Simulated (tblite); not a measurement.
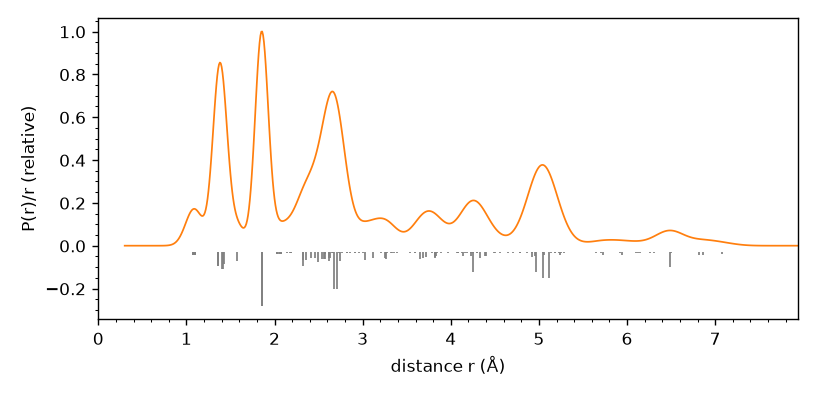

Simulated gas electron diffraction: radial distribution curve of C₆H₉BO₂Se. Each pair of atoms contributes with weight ZᵢZⱼ/r (bars below the curve); damping constant 0.0015 Å²; vibrational amplitudes assumed, not computed: 0.05 Å for bonds, 0.078 Å for bonds to H, 0.06 + 0.015 r up to 0.15 Å for other pairs. The geometry is the end point of an optimisation (GFN2-xTB geometry optimisation, gas phase in tblite 0.8.0); it may be a saddle point or a higher isomer. SMILES: COB(OC)c1cc[se]c1.

Which pairs of atoms lie under the first 8 clear peaks? Mark bonded pairs by – and others by ···.

Peak 1, 1.09 Å: C–H 1.08–1.09 Å (×9)
Peak 2, 1.38 Å: O–B 1.35–1.36 Å (×2), C–C 1.35–1.43 Å (×3), O–C 1.40–1.41 Å (×2), not resolved; in its flanks C–B 1.58 Å
Peak 3, 1.86 Å: Se–C 1.85–1.86 Å (×2), O···H 2.02–2.07 Å (×6), not resolved
Peak 4, 2.66 Å: C···B 2.42–2.63 Å (×4), O···C 2.49–2.74 Å (×3), Se···H 2.56–2.58 Å (×2), Se···C 2.68–2.70 Å (×2), not resolved
Peak 5, 3.20 Å: C···C 3.12–3.25 Å (×2), O···C 3.26 Å, C···H 3.32–3.39 Å (×4), not resolved
Peak 6, 3.75 Å: C···H 3.54–3.89 Å (×5), O···C 3.66–3.82 Å (×3), Se···H 3.72 Å, C···C 3.83 Å, C···B 3.83 Å, not resolved
Peak 7, 4.26 Å: C···H 4.07–4.56 Å (×9), C···C 4.13–4.40 Å (×3), Se···B 4.25 Å, O···C 4.33 Å, not resolved
Peak 8, 5.04 Å: Se···C 4.96 Å, Se···O 5.04–5.11 Å (×2), not resolved
